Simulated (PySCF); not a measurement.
AlBr₂Cl

The calculation's input:

```
{"job": {"kind": "uv", "xc": "B3LYP", "basis": "def2-SVPD", "nstates": 8, "ntriplets": 3}, "charge": 0, "multiplicity": 1}
Cl    -0.393360     2.065409    -0.000268
Al    -0.013760     0.086598    -0.005178
Br     2.088168    -0.712857    -0.013682
Br    -1.670813    -1.434377    -0.003726
```

Launched as:

```sh
OMP_NUM_THREADS=1 python probes_run.py task.json out
```

Geometry: GFN2-xTB.

Method: B3LYP/def2-SVPD, SCF density, gas phase in PySCF 2.14.0.

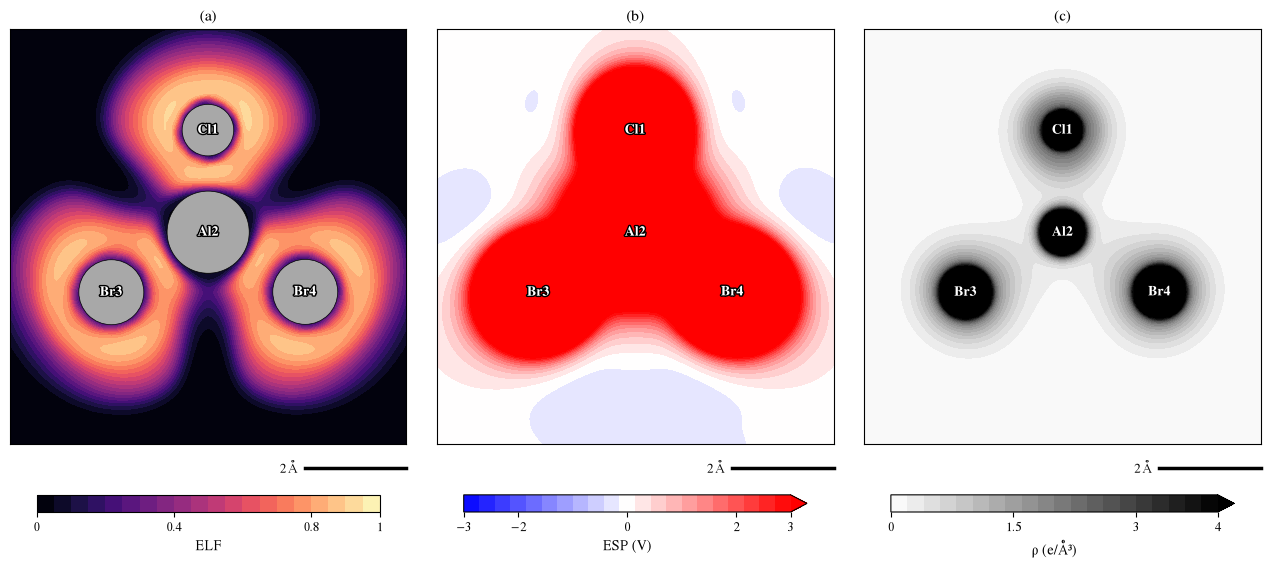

Figure 1. (a) ELF; (b) molecular electrostatic potential; (c) electron density on the molecular plane. Grey discs cover the atomic cores in the ELF map.

What does the map show?

The section cuts through Cl, Al and Br sites. Al–Cl (2.01 Å): the density is about 0.81 e/Å³ at the midpoint; the ELF peaks at about 0.90 in the valence shell of Cl, 0.9 Å from its nucleus, and is about 0.80 at the midpoint. Al–Br (2.25 Å): ρ is about 0.66 e/Å³ halfway; the ELF peaks at about 0.85 in the valence shell of Br, 1.1 Å from its nucleus, and is about 0.85 at the midpoint. The ELF also peaks beside Br3, Br4 and Cl1, away from the bonds: lone-pair regions. The potential has no marked negative region in this plane.

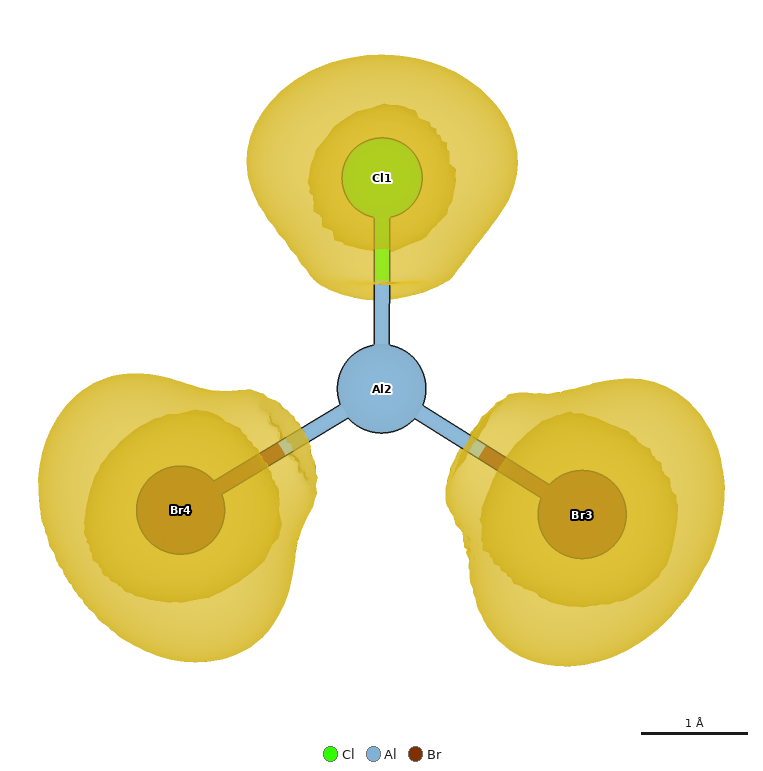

Figure 2. Isosurface of the ELF at 0.75 (yellow), seen across its widest extent. Core shells and regions of very low density are left out.

What do the ELF domains correspond to?

The surface consists of two regions on Br in which the atom's valence shell and bonds are merged and one region on Cl in which the atom's valence shell and bonds are merged.

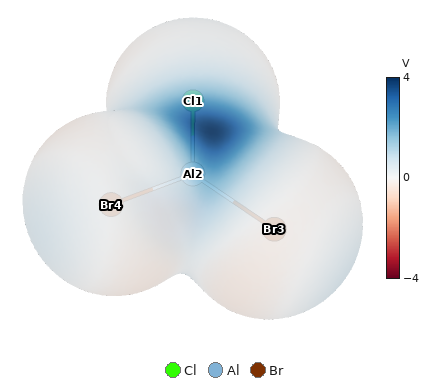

Figure 3. The molecular electrostatic potential painted on the density surface at 0.002 e/bohr³, seen at a tilt; the colour scale runs from red (negative) to blue (positive).

Where is the surface potential most negative and most positive?

The most negative region (about −0.3 V) lies over Br3 and Br4, the most positive (about +3.8 V) over Al2. Br3 shows a σ-hole: about +0.5 V at the tip opposite its bond, against about −0.1 V on its flanks. Br4 shows a σ-hole: about +0.5 V at the tip opposite its bond, against about −0.1 V on its flanks.
